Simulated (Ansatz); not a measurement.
Input

```
crystal:
  periodic: [false, false, false]
  atoms:
    - { symbol: B, position_ang: [-0.1479, -1.9632, -1.3173] }
    - { symbol: Si, position_ang: [0.0967, -0.9025, 0.2948] }
    - { symbol: Si, position_ang: [2.1598, -0.1097, 0.2833] }
    - { symbol: C, position_ang: [-1.0787, 0.5074, 0.4305] }
    - { symbol: C, position_ang: [-0.9854, 1.5026, -0.7132] }
    - { symbol: S, position_ang: [-0.9622, 1.3445, 2.0408] }
    - { symbol: H, position_ang: [-1.037, -1.6101, -2.0656] }
    - { symbol: H, position_ang: [0.5304, -2.8285, -1.5825] }
    - { symbol: H, position_ang: [-0.0597, -1.784, 1.4876] }
    - { symbol: H, position_ang: [2.4191, 0.6698, 1.5467] }
    - { symbol: H, position_ang: [3.127, -1.2364, 0.2661] }
    - { symbol: H, position_ang: [2.4087, 0.7582, -0.861] }
    - { symbol: H, position_ang: [-2.2206, 0.0848, 0.3632] }
    - { symbol: H, position_ang: [-0.0118, 1.9998, -0.6357] }
    - { symbol: H, position_ang: [-1.1135, 0.999, -1.6774] }
    - { symbol: H, position_ang: [-1.7552, 2.3352, -0.5876] }
    - { symbol: H, position_ang: [-1.3887, 0.2327, 2.7674] }
basis:
  gaussian: { orbitals: "6-31G*" }
hamiltonian:
  xc: pbe0
  dispersion: d4
relax:
  f_tol: 0.02
  max_steps: 50
output:
  orbitals: {}
```

Run with:

```sh
ansatz run input.yaml --threads 2 --pin off --max-ram 3072MiB --backend cpu --events-out ev --progress --plain --runs-dir out
```

The fields are those of the relaxed geometry.

Computed with Ansatz 0.2.0, RKS PBE0-D4/6-31G*.

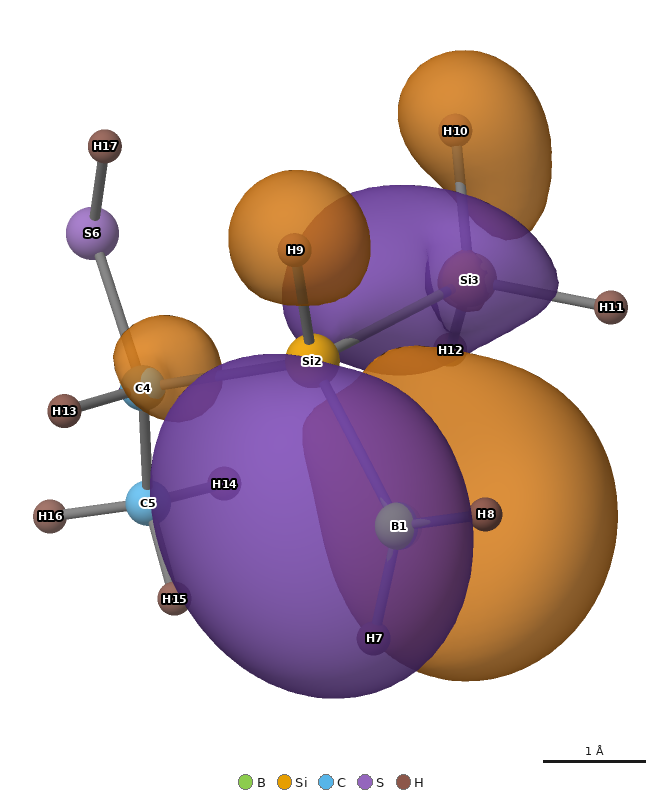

C₂H₁₁BSSi₂. The LUMO at ±0.06 Å⁻³ᐟ² (orange and purple are the two phases), seen at a tilt.

What is the character of this orbital?

Answer. By Hirshfeld shares it lies mainly on B1 (about 60 %) and Si3 (about 10 %). Its energy is −2.28 eV.
